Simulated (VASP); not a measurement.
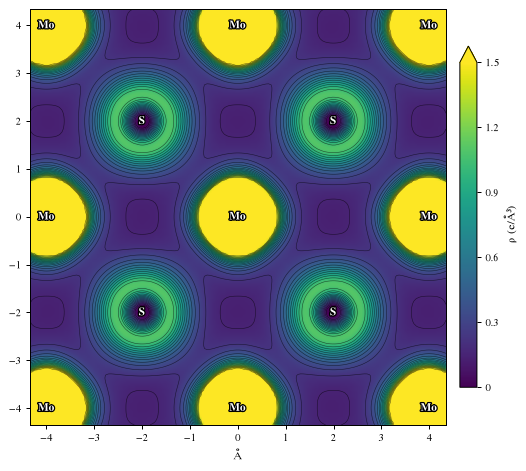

The picture shows: Mo$_{3}$S. Valence electron density on the (001) plane of the conventional cell.

Space group Pm-3m; a generated structure, not necessarily the stable one; computed pressure about −10 GPa in this cell; spin-polarised.

These are results of VASP 6.6.1, Kohn-Sham DFT of a periodic cell, PBE, VASP PAW PBE potentials, recommended, not measurements.

In a PAW calculation such maps are meaningful between the atoms, not at the nuclei.

Q: What do the fields say about this system?

A:
- The plane passes through Mo and S nuclei.
- Mo–S (2.82 Å): ρ is about 0.25 e/Å³ halfway.
- Between the atoms the lowest density in this plane is 0.13 e/Å³.
